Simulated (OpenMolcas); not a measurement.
## Exact exchange and the HOMO–LUMO gap of C2H3Cl

C2H3Cl: 6 atoms, total charge 0, spin state singlet. As SMILES, `C=CCl`. The shape is that of a PBE0-D4/def2-TZVP optimisation.

The HOMO–LUMO gap y, in eV, basis def2-SVPD; a is the functional's share of exact exchange. Programs: OpenMolcas 26.06.

| functional | program | a | y (eV) |
| --- | --- | --- | --- |
| revPBE | OpenMolcas | 0 | 5.17 |
| TPSS | OpenMolcas | 0 | 5.38 |
| B3LYP | OpenMolcas | 0.2 | 6.84 |
| PBE0 | OpenMolcas | 0.25 | ? |
| BHLYP | OpenMolcas | 0.5 | 9.43 |

Q: Fit y = c + s·a to the known rows and predict PBE0.

A: 
1. Means of the 4 rows: a = 0.1750, y = 6.705.
2. Σ(Δa)² = 0.1675, Σ(Δa·Δy) = 1.3895, so the slope is 1.3895/0.1675 = 8.2955.
3. Intercept: 6.705 − (8.2955) × 0.1750 = 5.253. The largest residual of the fit is 0.13.
4. PBE0: 5.253 + (8.2955) × 0.25 = 7.33 eV.

The run gave 7.33 eV, so the prediction is off by 0.00 eV: they agree to the digits shown. Exact exchange lowers occupied levels and raises empty ones. The rows mix families of semi-local functionals, which the line can't see.

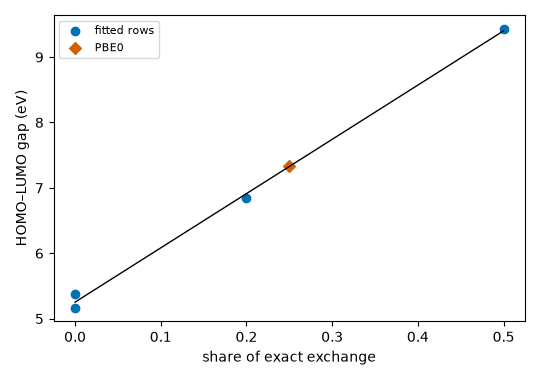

The fitted line, with the withheld row.
